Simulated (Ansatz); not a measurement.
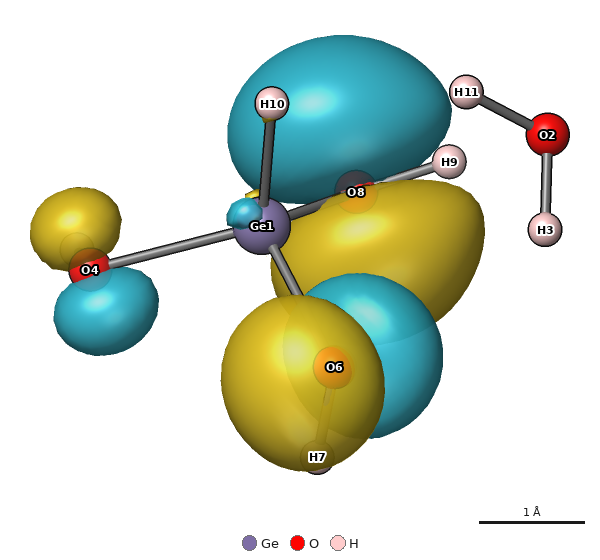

GeH4O3···H2O. The HOMO at ±0.1 Å⁻³ᐟ² (yellow and cyan are the two phases), seen at a tilt.

Not at a stationary point (largest force 1.0 eV/Å).

These are results of Ansatz 0.2.0, RKS B3LYP/def2-SVP, not measurements.

Input

```
crystal:
  periodic: [false, false, false]
  atoms:
    - { symbol: Ge, position_ang: [0.0, 0.0, 0.0] }
    - { symbol: O, position_ang: [0.0, 0.0, 2.12] }
    - { symbol: H, position_ang: [-0.9095, -0.2814, 2.4571] }
    - { symbol: O, position_ang: [1.6691, 0.0, -0.5894] }
    - { symbol: H, position_ang: [1.9855, -0.9521, -0.7061] }
    - { symbol: O, position_ang: [-0.8337, 1.4443, -0.5894] }
    - { symbol: H, position_ang: [-1.7915, 1.2136, -0.8118] }
    - { symbol: O, position_ang: [-0.8337, -1.4443, -0.5894] }
    - { symbol: H, position_ang: [-1.2883, -1.91, 0.183] }
    - { symbol: H, position_ang: [0.9702, 1.4632, 0.5833] }
    - { symbol: H, position_ang: [0.7523, 1.1345, 1.5265] }
basis:
  gaussian: { orbitals: def2-SVP }
hamiltonian:
  xc: b3lyp
relax:
  f_tol: 0.15
  max_steps: 25
  restrain:
    - { distance: [0, 9], at: 1.55, k: 30.0 }
    - { distance: [10, 1], at: 1.01, k: 30.0 }
    - { distance: [0, 1], at: 2.97, k: 30.0 }
    - { distance: [10, 9], at: 1.86, k: 30.0 }
output:
  orbitals: {}
```

Command:

```sh
ansatz run input.yaml --threads 4 --pin off --max-ram 5120MiB --backend cpu --events-out ev --progress --plain --runs-dir out
```

The fields are those of the run's last geometry, not of the input's.

Describe this orbital and give its energy.

It lies mainly on O8 (about 65 %) and O6 (about 20 %). Its energy is −8.38 eV.
